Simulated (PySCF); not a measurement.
SMILES F[SiH2]/C=C/[Si](F)(F)F at its PBE0/def2-SVP optimised geometry (Å):

```
12

Si    -2.2450     0.3127     0.0000
F     -2.7064    -0.4239     1.3756
C     -0.3766     0.3127     0.0000
C      0.3357    -0.2214     1.0091
Si     2.1706    -0.2218     0.9903
F      2.7844    -1.7001     1.0670
F      2.8033     0.5954     2.2149
F      2.6978     0.4562    -0.3646
H     -2.7844     1.7001     0.0000
H     -2.7810    -0.4570    -1.1560
H      0.1598     0.7590    -0.8494
H     -0.1961    -0.6694     1.8593
```

Calculation: PySCF with PBE0/def2-TZVP. Cells within 0.4 Å of a nucleus heavier than hydrogen are left out (blank, or x).

Map of the deformation density (molecule minus spherical neutral atoms) (e/bohr³) on the plane z = 0.8 Å:

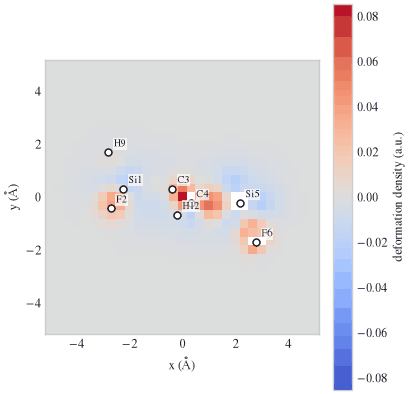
Figure. Deformation density (molecule minus spherical neutral atoms) (e/bohr³) on the plane z = 0.8 Å.
